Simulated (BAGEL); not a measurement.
# CCl3F (SMILES FC(Cl)(Cl)Cl) at HF/STO-3G (density fitting with cc-pvqz-jkfit)

What is the vertical singlet–triplet gap of CCl3F at HF/STO-3G (density fitting with cc-pvqz-jkfit)? 

The calculation is run with BAGEL 1.2.2.

1 further run of the same task is left out (set aside as unsound or not needed).

## (1) Starting point

CCl3F has 5 atoms, charge 0, and is taken as a singlet. As SMILES, `FC(Cl)(Cl)Cl`. The coordinates come from a PBE0-D4/def2-TZVP relaxation.

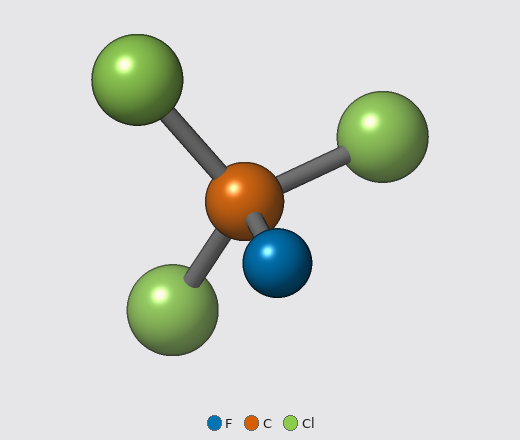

The structure, seen from a chosen angle (fluorine blue, carbon orange, chlorine green).

## (2) A single-point energy at HF/STO-3G (density fitting with cc-pvqz-jkfit)

hf.json reads:

```json
{ "bagel": [

{
  "title": "molecule",
  "basis": "sto-3g",
  "df_basis": "cc-pvqz-jkfit",
  "angstrom": true,
  "geometry": [
    { "atom": "F", "xyz": [       0.911880,      -0.820730,       0.677360 ] },
    { "atom": "C", "xyz": [       0.044670,      -0.040210,       0.033190 ] },
    { "atom": "Cl", "xyz": [      -1.384510,       0.157610,       1.040990 ] },
    { "atom": "Cl", "xyz": [      -0.379970,      -0.814480,      -1.489160 ] },
    { "atom": "Cl", "xyz": [       0.807920,       1.517810,      -0.262390 ] }
  ]
},

{ "title": "hf" },

{ "title": "print", "file": "orbitals.molden", "orbitals": true }

]}
```

Launch:

```sh
$ BAGEL_NUM_THREADS=1 BAGEL hf.json > hf.out
```

The program printed:

```text
* using 1 threads per process

  ===============================================================
  ===============================================================

  *** Geometry ***

  { "atom" : "F", "xyz" : [      1.723203,     -1.550955,      1.280025 ] },
  { "atom" : "C", "xyz" : [      0.084414,     -0.075986,      0.062720 ] },
  { "atom" : "Cl", "xyz" : [     -2.616345,      0.297840,      1.967186 ] },
  { "atom" : "Cl", "xyz" : [     -0.718039,     -1.539144,     -2.814105 ] },
  { "atom" : "Cl", "xyz" : [      1.526748,      2.868245,     -0.495845 ] },

  Number of auxiliary basis functions:      656

  Since a DF basis is specified, we compute 2- and 3-index integrals:
    o Being stored without compression. Storage requirement is 0.007 GB

  Number of basis functions:       37
  Number of electrons      :       66

    * METHOD: MOLECULE                             0.30

  *** RHF ***

  === Nuclear Repulsion ===
   368.4609487492

      * DIIS with orbital gradients will be used.

  === RHF iteration (sto-3g) ===
      0      -1498.85206945          0.02591509           0.06
      1      -1499.07852603          0.01379905           0.06
      2      -1499.14643005          0.00078636           0.05
      3      -1499.14717353          0.00016431           0.06
      4      -1499.14720307          0.00003173           0.06
      5      -1499.14720395          0.00000345           0.05
      6      -1499.14720396          0.00000031           0.05
      7      -1499.14720396          0.00000006           0.05
      8      -1499.14720396          0.00000001           0.06
      9      -1499.14720396          0.00000000           0.05
    * SCF iteration converged.

    * Permanent dipole moment:
           (   -0.177188,     0.159483,    -0.131644) a.u.

    * METHOD: HF                                   0.64

    * METHOD: PRINT                                0.00

  ===============================================================
```

Wall time 1.1 s (1 thread of Arm Neoverse V2, shared host); peak memory 0.084 GiB.

## (3) The triplet at the same level

input.json reads:

```json
{ "bagel" : [

{
  "title" : "molecule",
  "basis" : "sto-3g",
  "df_basis" : "cc-pvqz-jkfit",
  "angstrom" : true,
  "geometry" : [
    { "atom" : "F", "xyz" : [    0.911880,   -0.820730,    0.677360 ] },
    { "atom" : "C", "xyz" : [    0.044670,   -0.040210,    0.033190 ] },
    { "atom" : "Cl", "xyz" : [   -1.384510,    0.157610,    1.040990 ] },
    { "atom" : "Cl", "xyz" : [   -0.379970,   -0.814480,   -1.489160 ] },
    { "atom" : "Cl", "xyz" : [    0.807920,    1.517810,   -0.262390 ] }
  ]
},
{ "title" : "uhf", "nopen" : 2 },
{ "title" : "print", "file" : "orbitals.molden", "orbitals" : true }

]}
```

Launch:

```sh
$ BAGEL_NUM_THREADS=1 BAGEL input.json > input.out
```

The program printed:

```text
* using 1 threads per process

  ===============================================================
  ===============================================================

  *** Geometry ***

  { "atom" : "F", "xyz" : [      1.723203,     -1.550955,      1.280025 ] },
  { "atom" : "C", "xyz" : [      0.084414,     -0.075986,      0.062720 ] },
  { "atom" : "Cl", "xyz" : [     -2.616345,      0.297840,      1.967186 ] },
  { "atom" : "Cl", "xyz" : [     -0.718039,     -1.539144,     -2.814105 ] },
  { "atom" : "Cl", "xyz" : [      1.526748,      2.868245,     -0.495845 ] },

  Number of auxiliary basis functions:      656

  Since a DF basis is specified, we compute 2- and 3-index integrals:
    o Being stored without compression. Storage requirement is 0.007 GB

  Number of basis functions:       37
  Number of electrons      :       66

    * METHOD: MOLECULE                             0.29

  *** Open-shell HF ***

  === Nuclear Repulsion ===
   368.4609487492

      * DIIS with orbital gradients will be used.

  === UHF iteration (sto-3g) ===
      0      -1498.67838789          0.03292494           0.11
      1      -1498.79575154          0.01272196           0.11
      2      -1498.81257519          0.00438781           0.11
      3      -1498.81533833          0.00082399           0.11
      4      -1498.81623875          0.00012685           0.12
      5      -1498.81628388          0.00003318           0.12
      6      -1498.81628968          0.00000912           0.12
      7      -1498.81629076          0.00000320           0.12
      8      -1498.81629092          0.00000357           0.11
      9      -1498.81629084          0.00000261           0.12
     10      -1498.81629094          0.00000078           0.11
     11      -1498.81629096          0.00000028           0.11
     12      -1498.81629096          0.00000013           0.11
     13      -1498.81629096          0.00000005           0.11
     14      -1498.81629096          0.00000002           0.11
     15      -1498.81629096          0.00000002           0.11
     16      -1498.81629096          0.00000002           0.12
     17      -1498.81629096          0.00000001           0.12
     18      -1498.81629096          0.00000001           0.12
     19      -1498.81629096          0.00000001           0.11
     20      -1498.81629096          0.00000001           0.11
     21      -1498.81629096          0.00000001           0.11
     22      -1498.81629096          0.00000001           0.11
    * SCF iteration converged.

    * S^2 (UHF) is 2.0104

    * Permanent dipole moment:
           (   -0.258738,     0.232835,    -0.192204) a.u.

    * METHOD: UHF                                  2.72

    * METHOD: PRINT                                0.00

  ===============================================================
```

Wall time 3.3 s (1 thread of Arm Neoverse V2, shared host); peak memory 0.084 GiB.

## (4) What came out

At HF/STO-3G (density fitting with cc-pvqz-jkfit):

| quantity | value |
| --- | --- |
| singlet: total energy | -1499.14720 Eh |
| singlet: dipole moment | 0.69 D |
| singlet: HOMO energy | -11.67 eV |
| singlet: LUMO energy | 6.49 eV |
| singlet: HOMO–LUMO gap | 18.15 eV |
| triplet: total energy | -1498.81629 Eh |
| triplet: dipole moment | 1.01 D |
| triplet: ⟨S²⟩ | 2.010 |
| vertical energy of the triplet above the singlet | 9.005 eV |

What this shows: At this shape the triplet lies 9.00 eV (869 kJ/mol) above the singlet. In a minimal basis such a difference can be off by several eV, whatever the method.
